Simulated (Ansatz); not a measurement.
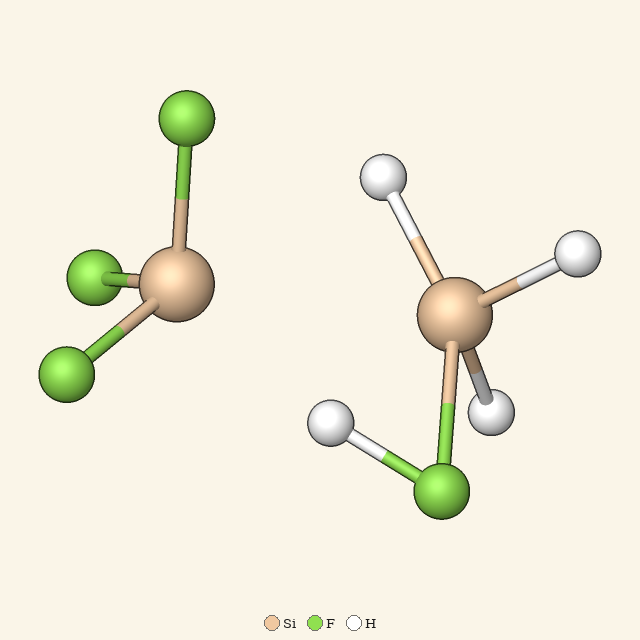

Sticks follow a distance rule. Harmonic vibrations computed with RKS PBE0-D4/def2-TZVP (Ansatz 0.2.0) at a stationary point of the same level.

Q: How many imaginary frequencies does it have?

A: A first-order saddle point: one imaginary frequency, 1127i cm⁻¹.

Q: How many vibrational modes are there, and where do they lie?

A: 24 modes: 1127i, 46, 106, 147, 190, 199, 268, 304, 313, 458, 521, 676, 734, 791, 822, 934, 954, 977, 1025, 1033, 1665, 2131, 2273, 2302 cm⁻¹.
